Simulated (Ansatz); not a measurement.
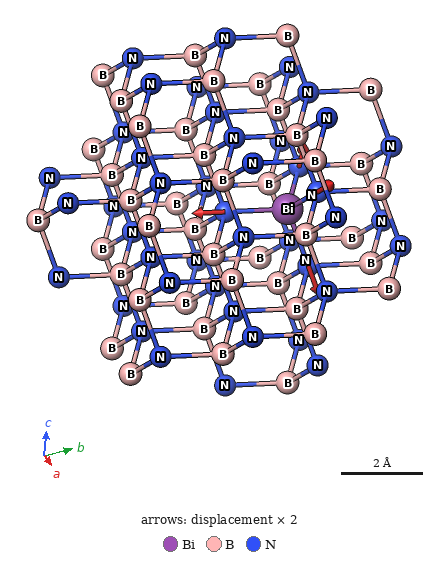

A relaxation of a defect cell of composition BiB26N27. The starting structure is drawn; red arrows show the displacements, magnified 2 times.

The picture is a ball-and-stick view of the atoms within 5.0 Å of the atom that moves most (axes of the cell of the calculation (origin shifted)), seen slightly off an axis.

The calculation used DFT, PBE, plane-wave PAW, default files, scalar-relativistic (Ansatz). (plane-wave cutoff 420 eV; k-point mesh 3 × 3 × 3; occupations fermi dirac; smearing width 0.01 eV; no spin polarisation; atoms relaxed in a fixed cell; force threshold 0.03 eV/Å; at most 40 steps)

> Describe the change and its energy.

Over 5 geometry steps the energy falls by 23.274 eV per cell of the calculation. Largest force component: 21 eV/Å at the start, 0.023 eV/Å at the end. The largest moves, 0.43 Å, are those of N atoms. By element the largest moves are N 0.43 Å, B 0.07 Å. Bi stays in place. The cell doesn't change. Near-neighbour distances that change, for instance: Bi–N 1.570 → 2.001 Å, B–N 1.570 → 1.493 Å, B–N 1.570 → 1.590 Å. Among the angles between lasting bonds that change: N–B–N 109.5° → 96.2°, Bi–N–B 109.5° → 96.2°, B–N–B 109.5° → 118.8°.

Limits of the set-up: the periodic images lie only 7.7 Å apart, so the values are limited by the cell's size.
